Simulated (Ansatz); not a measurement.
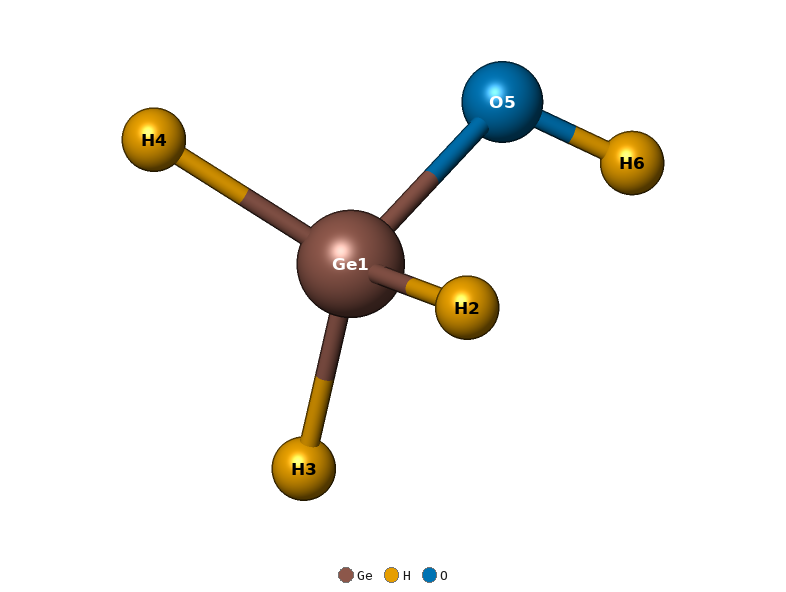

Sticks follow a distance rule. Harmonic vibrations computed with RKS PBE0-D4/def2-TZVP (Ansatz 0.2.0) at a stationary point of the same level.

Question: How many imaginary frequencies does it have?

Answer: A minimum: no imaginary frequency, and the lowest mode lies at 173 cm⁻¹.

Question: List the wavenumbers.

Answer: 12 modes: 173, 614, 631, 706, 868, 871, 888, 946, 2140, 2143, 2196, 3903 cm⁻¹.
